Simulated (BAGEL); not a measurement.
# UHF/def2-SVP (density fitting with qzvpp-jkfit) run of C2H5OSi (SMILES CC(=O)[SiH2])

What is the vertical doublet–quartet gap of C2H5OSi at UHF/def2-SVP (density fitting with qzvpp-jkfit)? 

Program for the calculation: BAGEL 1.2.2.

1 further run of the same task is left out (set aside as unsound or not needed). Runs told in other sessions of the task aren't counted.

## Step 1: The system as given

C2H5OSi: 9 atoms, total charge 0, spin state doublet. SMILES: `CC(=O)[SiH2]`. The coordinates come from a GFN2-xTB relaxation.

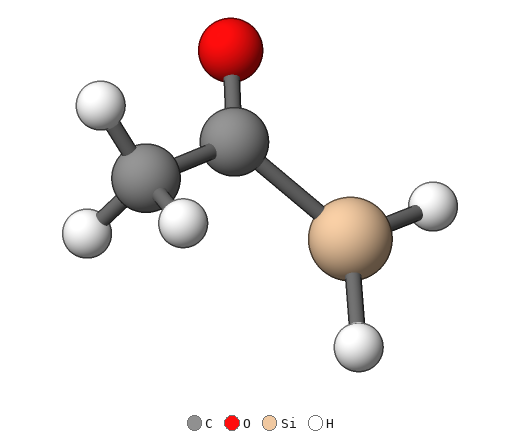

Viewed from a chosen angle; carbon grey, oxygen red, silicon light orange, hydrogen white.

## Step 2: The energy at UHF/def2-SVP (density fitting with qzvpp-jkfit)

Input file hf.json:

```json
{ "bagel" : [

{
  "title" : "molecule",
  "basis" : "svp",
  "df_basis" : "qzvpp-jkfit",
  "angstrom" : "true",
  "geometry" : [
    { "atom" : "C", "xyz" : [    0.264190,    1.116850,   -0.605690 ] },
    { "atom" : "C", "xyz" : [    0.468470,   -0.353170,   -0.307400 ] },
    { "atom" : "O", "xyz" : [    1.314870,   -1.025350,   -0.895990 ] },
    { "atom" : "Si", "xyz" : [   -0.607490,   -1.169030,    0.964310 ] },
    { "atom" : "H", "xyz" : [    1.141240,    1.515700,   -1.110480 ] },
    { "atom" : "H", "xyz" : [    0.071200,    1.677800,    0.305860 ] },
    { "atom" : "H", "xyz" : [   -0.594800,    1.229830,   -1.266360 ] },
    { "atom" : "H", "xyz" : [   -0.450200,   -2.583040,    1.222310 ] },
    { "atom" : "H", "xyz" : [   -1.607480,   -0.409600,    1.693440 ] }
  ]
},
{
  "title" : "uhf",
  "nopen" : 1
},
{
  "title" : "print",
  "file" : "orbitals.molden",
  "orbitals" : "true"
}

]}
```

Started as:

```bash
$ BAGEL_NUM_THREADS=1 BAGEL hf.json > hf.out
```

Standard output:

```text
* using 1 threads per process

  ===============================================================
  ===============================================================

  *** Geometry ***

  { "atom" : "C", "xyz" : [      0.499247,      2.110541,     -1.144588 ] },
  { "atom" : "C", "xyz" : [      0.885280,     -0.667395,     -0.580902 ] },
  { "atom" : "O", "xyz" : [      2.484744,     -1.937631,     -1.693176 ] },
  { "atom" : "Si", "xyz" : [     -1.147990,     -2.209147,      1.822282 ] },
  { "atom" : "H", "xyz" : [      2.156631,      2.864258,     -2.098503 ] },
  { "atom" : "H", "xyz" : [      0.134549,      3.170582,      0.577992 ] },
  { "atom" : "H", "xyz" : [     -1.124009,      2.324042,     -2.393074 ] },
  { "atom" : "H", "xyz" : [     -0.850755,     -4.881238,      2.309831 ] },
  { "atom" : "H", "xyz" : [     -3.037697,     -0.774032,      3.200138 ] },

  Number of auxiliary basis functions:      445

  Since a DF basis is specified, we compute 2- and 3-index integrals:
    o Being stored without compression. Storage requirement is 0.026 GB

  Number of basis functions:       85
  Number of electrons      :       39

    * METHOD: MOLECULE                             0.20

  *** Open-shell HF ***

  === Nuclear Repulsion ===
   147.8856221928

      * DIIS with orbital gradients will be used.

  === UHF iteration (svp) ===
      0       -441.86700008          0.03758033           0.10
      1       -441.98863391          0.03376084           0.10
      2       -442.05961936          0.02555826           0.10
      3       -442.15895643          0.00260488           0.10
      4       -442.16323544          0.00140924           0.10
      5       -442.16526329          0.00068584           0.10
      6       -442.16649939          0.00033569           0.10
      7       -442.16704143          0.00021280           0.10
      8       -442.16735687          0.00016817           0.10
      9       -442.16773935          0.00014338           0.10
     10       -442.16838086          0.00011178           0.10
     11       -442.16860714          0.00008284           0.10
     12       -442.16861084          0.00003302           0.10
     13       -442.16860969          0.00002011           0.10
     14       -442.16861231          0.00000881           0.10
     15       -442.16861282          0.00000285           0.10
     16       -442.16861286          0.00000145           0.10
     17       -442.16861288          0.00000082           0.10
     18       -442.16861289          0.00000025           0.10
     19       -442.16861289          0.00000014           0.10
     20       -442.16861289          0.00000011           0.10
     21       -442.16861289          0.00000008           0.10
     22       -442.16861289          0.00000006           0.10
     23       -442.16861289          0.00000003           0.10
     24       -442.16861289          0.00000001           0.10
     25       -442.16861289          0.00000001           0.10
    * SCF iteration converged.

    * S^2 (UHF) is 0.8810

    * Permanent dipole moment:
           (    0.777484,    -0.604911,    -0.504072) a.u.

    * METHOD: UHF                                  2.81

    * METHOD: PRINT                                0.02

  ===============================================================
```

Run time: 3.3 s. Hardware: 1 thread of Arm Neoverse V1, shared host; peak memory 0.11 GiB.

## Step 3: The quartet, same level

Input file input.json:

```json
{ "bagel": [

{
  "title": "molecule",
  "basis": "svp",
  "df_basis": "qzvpp-jkfit",
  "angstrom": true,
  "geometry": [
    { "atom": "C", "xyz": [       0.264190,       1.116850,      -0.605690 ] },
    { "atom": "C", "xyz": [       0.468470,      -0.353170,      -0.307400 ] },
    { "atom": "O", "xyz": [       1.314870,      -1.025350,      -0.895990 ] },
    { "atom": "Si", "xyz": [      -0.607490,      -1.169030,       0.964310 ] },
    { "atom": "H", "xyz": [       1.141240,       1.515700,      -1.110480 ] },
    { "atom": "H", "xyz": [       0.071200,       1.677800,       0.305860 ] },
    { "atom": "H", "xyz": [      -0.594800,       1.229830,      -1.266360 ] },
    { "atom": "H", "xyz": [      -0.450200,      -2.583040,       1.222310 ] },
    { "atom": "H", "xyz": [      -1.607480,      -0.409600,       1.693440 ] }
  ]
},

{
  "title": "uhf",
  "nopen": 3
},

{
  "title": "print",
  "file": "orbitals.molden",
  "orbitals": true
}

]}
```

Started as:

```bash
$ BAGEL_NUM_THREADS=1 BAGEL input.json > input.out
```

Standard output:

```text
* using 1 threads per process

  ===============================================================
  ===============================================================

  *** Geometry ***

  { "atom" : "C", "xyz" : [      0.499247,      2.110541,     -1.144588 ] },
  { "atom" : "C", "xyz" : [      0.885280,     -0.667395,     -0.580902 ] },
  { "atom" : "O", "xyz" : [      2.484744,     -1.937631,     -1.693176 ] },
  { "atom" : "Si", "xyz" : [     -1.147990,     -2.209147,      1.822282 ] },
  { "atom" : "H", "xyz" : [      2.156631,      2.864258,     -2.098503 ] },
  { "atom" : "H", "xyz" : [      0.134549,      3.170582,      0.577992 ] },
  { "atom" : "H", "xyz" : [     -1.124009,      2.324042,     -2.393074 ] },
  { "atom" : "H", "xyz" : [     -0.850755,     -4.881238,      2.309831 ] },
  { "atom" : "H", "xyz" : [     -3.037697,     -0.774032,      3.200138 ] },

  Number of auxiliary basis functions:      445

  Since a DF basis is specified, we compute 2- and 3-index integrals:
    o Being stored without compression. Storage requirement is 0.026 GB

  Number of basis functions:       85
  Number of electrons      :       39

    * METHOD: MOLECULE                             0.20

  *** Open-shell HF ***

  === Nuclear Repulsion ===
   147.8856221928

      * DIIS with orbital gradients will be used.

  === UHF iteration (svp) ===
      0       -441.80055404          0.03157679           0.10
      1       -441.94072469          0.02455632           0.10
      2       -441.99357957          0.01760638           0.10
      3       -442.04631148          0.00339123           0.10
      4       -442.05466986          0.00233624           0.10
      5       -442.06143205          0.00123824           0.10
      6       -442.06352634          0.00032104           0.10
      7       -442.06362908          0.00017191           0.10
      8       -442.06367805          0.00012364           0.10
      9       -442.06369728          0.00005035           0.10
     10       -442.06370089          0.00002141           0.10
     11       -442.06370156          0.00001304           0.10
     12       -442.06370185          0.00000757           0.10
     13       -442.06370197          0.00000359           0.10
     14       -442.06370199          0.00000259           0.10
     15       -442.06370200          0.00000212           0.10
     16       -442.06370200          0.00000163           0.10
     17       -442.06370201          0.00000106           0.10
     18       -442.06370202          0.00000062           0.10
     19       -442.06370202          0.00000035           0.10
     20       -442.06370202          0.00000019           0.10
     21       -442.06370202          0.00000011           0.10
     22       -442.06370202          0.00000006           0.10
     23       -442.06370202          0.00000003           0.10
     24       -442.06370202          0.00000002           0.10
     25       -442.06370202          0.00000002           0.10
     26       -442.06370202          0.00000001           0.10
     27       -442.06370202          0.00000001           0.10
    * SCF iteration converged.

    * S^2 (UHF) is 3.7848

    * Permanent dipole moment:
           (    0.266580,    -0.525352,    -0.073415) a.u.

    * METHOD: UHF                                  3.04

    * METHOD: PRINT                                0.02

  ===============================================================
```

Run time: 3.6 s. Hardware: 1 thread of Arm Neoverse V1, shared host; peak memory 0.11 GiB.

## Step 4: Results

At UHF/def2-SVP (density fitting with qzvpp-jkfit):

| quantity | value |
| --- | --- |
| doublet: total energy | -442.16861 Eh |
| doublet: dipole moment | 2.81 D |
| doublet: ⟨S²⟩ | 0.881 |
| quartet: total energy | -442.06370 Eh |
| quartet: dipole moment | 1.51 D |
| quartet: ⟨S²⟩ | 3.785 |
| vertical energy of the quartet above the doublet | 2.855 eV |

In words: At this shape the quartet lies 2.85 eV (275 kJ/mol) above the doublet. ⟨S²⟩ (doublet) is 0.88 where a pure doublet has 0.75: the reference is spin-contaminated.
